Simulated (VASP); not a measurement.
Band structure of NaH (rock salt). Method: revPBE GGA, VASP's PBE PAW potentials (set 64) (plane waves; VASP).

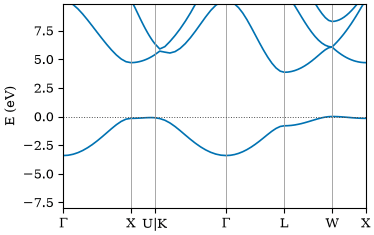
*Bands along high-symmetry lines, zero at the valence-band maximum or, without a gap, the Fermi level*

Problem. Read the plot: is there a gap, and where are the band edges?

Solution. The gap is indirect, 3.87 eV, from the valence maximum at W to the conduction minimum at L. (Edges off the drawn lines would not show.)

The compound is NaH in the rock salt structure. It was relaxed first.
